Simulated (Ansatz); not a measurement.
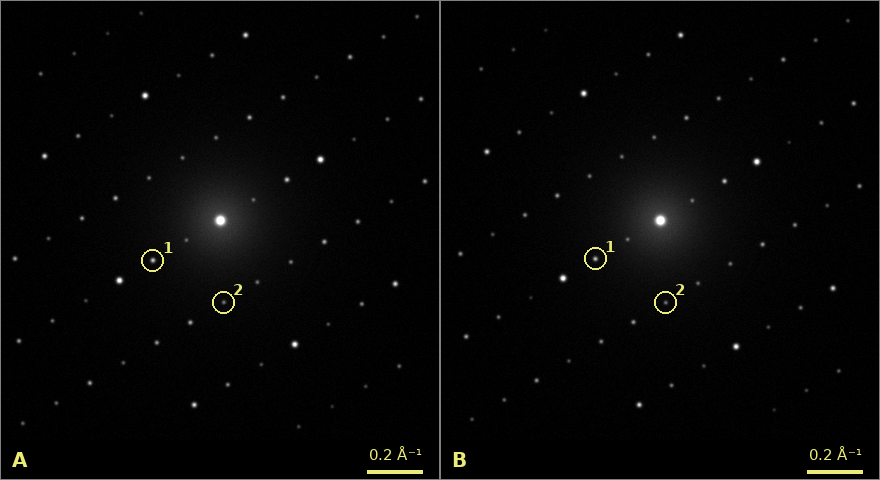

Kinematic electron diffraction patterns (200 kV, B = 0.5 Å², same scale) along [100] of the run's own cell, for the start and the end of one relaxation of LiGe2P3 with DFT PBE, scalar-relativistic, plane waves, PAW (Ansatz). k mesh 10×10×6. The start is a generated model structure, and the relaxation ends in the nearest stationary point of its symmetry, not necessarily the ground state. Spot 1 is 0 0 -2 and spot 2 is 0 1 -1 in both.

Start structure:

```
CELL_PARAMETERS angstrom
3.76319 0.00000 0.00000
0.00000 3.76319 0.00000
0.00000 0.00000 6.98323
ATOMIC_POSITIONS crystal
Li 0.00000 0.00000 0.00000
Ge 0.00000 0.50000 0.66324
Ge 0.50000 0.00000 0.33676
P 0.00000 0.50000 0.28580
P 0.50000 0.00000 0.71420
P 0.50000 0.50000 0.00000
```

**Which pattern belongs to the start structure, and which to the relaxed one?**

A is the start: its cell gives d(1) = 3.492 Å, d(2) = 3.313 Å and an angle of 61.7°. B is the relaxed structure, with d(1) = 3.623 Å (+3.8 %), d(2) = 3.294 Å (-0.6 %) and 63.0°.

**Summarise the relaxation behind the change.**

The volume changed by +0.2 % to 16.51 Å³ an atom; with the mean shift removed, the atoms moved by up to 0.07 Å relative to the cell (P most); the space group stayed P-4m2 (No. 115); the free energy fell by 4.6 meV an atom. Relaxed cell: a = 3.697 Å, b = 3.697 Å, c = 7.247 Å, α = 90.00°, β = 90.00°, γ = 90.00°.
